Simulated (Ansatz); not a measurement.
Electronic density of states of amorphous Ge$_{28}$Se$_{28}$H$_{2}$, density 4.83 g/cm³, on a 2×2×2 Γ-centred mesh with a Gaussian width of 0.1 eV; energies count from the Fermi level, whose place inside the gap is arbitrary. Cell and mesh are small, so fine structure isn't converged. Computed with PBE-D3(BJ), scalar-relativistic without spin-orbit coupling, PAW (Ansatz default set, large-core Se) (plane waves to 420 eV; Ansatz, a program for electronic structure). Sampling: a 2×2×2 Γ-centred mesh; Fermi-Dirac width 0.05 eV; no spin polarisation.

Preparation: random packing, a CHGNet melt and quench, and a DFT relaxation. The hot cell started wider than the set density and was brought back towards it in steps. It is the lowest in DFT energy of 3 quenches. It is a model cell: composition and starting density were chosen by hand, and all elements were melted together. The geometry includes D3(BJ) dispersion. Its density started from a set value of 4.91 and ended at 4.83 g/cm³. The quench (nominally 250 K/ps over its main leg) was far faster than any real one, so the model tends to hold more defects than a real film. Values belong to this one cell and scatter from quench to quench. Volume and shape were free in the relaxation.

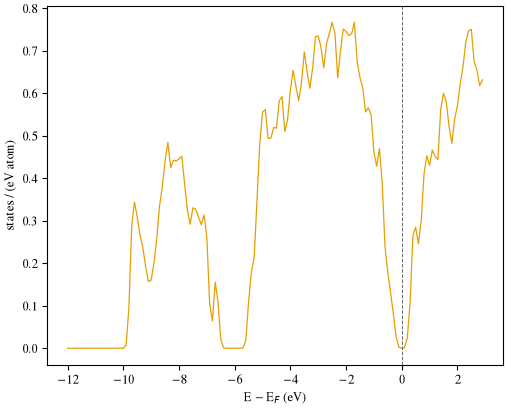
Figure: Density of states per atom

The gap on this mesh is 0.56 eV; the broadening fills part of it in the curve.
